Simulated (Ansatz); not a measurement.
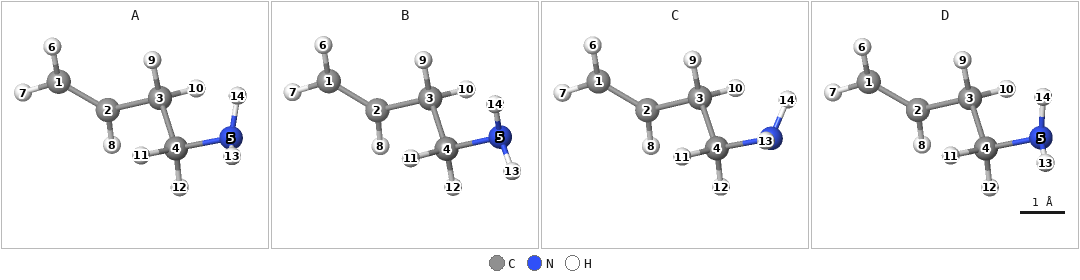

4 geometries from a converged minimum-energy path of C₄H₉N, shuffled. The picture is a ball-and-stick view, seen from a free direction.

Computed with RHF/def2-mTZVP (Ansatz). Set-up: 9 movable images; climbing image; force threshold 0.03 eV/Å; iteration limit 60; starting path by image-dependent pair potential.

Q: One of them is the converged climbing image. Which?

A: C. In order along the path, whose images run from 0 to 10: B (image 0, 0.0 kJ/mol), D (image 2, +3.1 kJ/mol), A (image 3, +6.6 kJ/mol), C (image 5, +10.9 kJ/mol). The motion is a rotation about the C4–N5 bond by about 125°. No bond forms or breaks between the ends. Among the angles between lasting bonds that change up to the highest image: N5–C4–H11 113.2° → 110.6°, C3–C4–N5 110.6° → 112.7°.

Limits of the set-up: Hartree-Fock leaves out electron correlation.

Cost: 98 s on 2 threads of AMD EPYC 7B13 (Zen 3), on a shared host, peak memory 0.28 GiB.
